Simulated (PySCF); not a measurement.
**C₂H₇FOSi₂: density, localisation and related maps**

```xyz
13

O     0.9828   -1.4077   -1.1424
Si    0.5133   -0.0524   -0.3345
C    -1.4001    0.3620   -0.8094
Si   -1.7502    0.3470    1.0756
F    -1.6614    1.9157    1.2612
C    -0.0410   -0.3078    1.4823
H     1.0182   -1.6429   -1.9971
H     1.1774    1.1322   -0.8012
H    -1.4296    1.3970   -1.2222
H    -1.9942   -0.4005   -1.3912
H    -2.7699   -0.3389    1.8318
H     0.4807    0.3398    2.1594
H     0.1796   -1.2249    1.9623
```

Geometry: GFN2-xTB, MD frame at 250 fs, 600 K.

All numbers below come from PBE0/pcSseg-1, SCF density, gas phase, non-relativistic in PySCF 2.14.0.

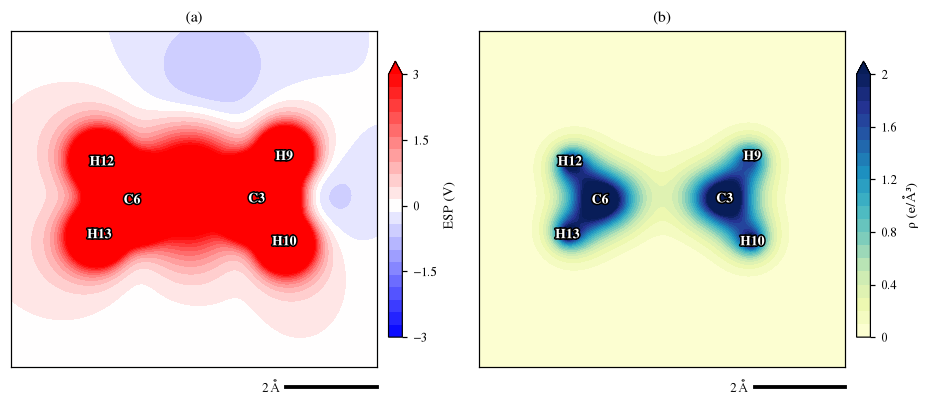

Figure 1. (a) molecular electrostatic potential; (b) total electron density on the plane of atoms H12, C6 and H13.

**What do the fields say about this system?**

- The plane passes through C and H nuclei.
- C–H (1.06 Å): ρ at the midpoint is about 2 e/Å³.
- Outside the dense part of the molecule the potential is most negative (−0.7 V) near F5, which lies off the plane.

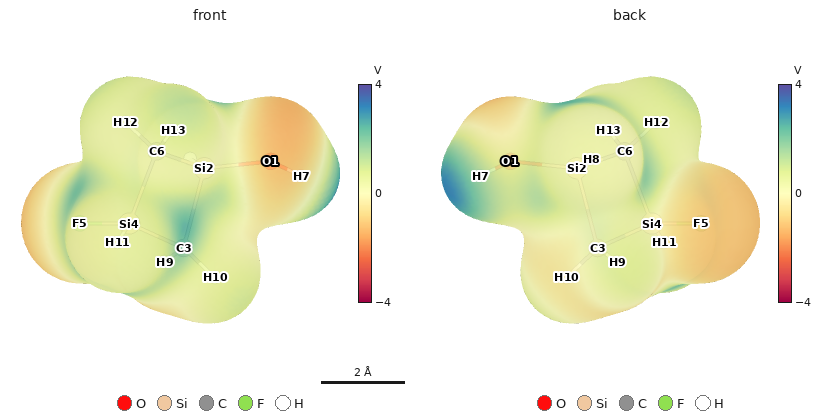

Figure 2. The molecular electrostatic potential painted on the density surface at 0.004 e/bohr³, seen from the front and from behind; red is negative and blue positive.

**Where is the surface potential most negative and most positive?**

The most negative region (about −1.4 V) lies over O1, the most positive (about +3.1 V) over H7. O1 is the likeliest acceptor of a hydrogen bond.
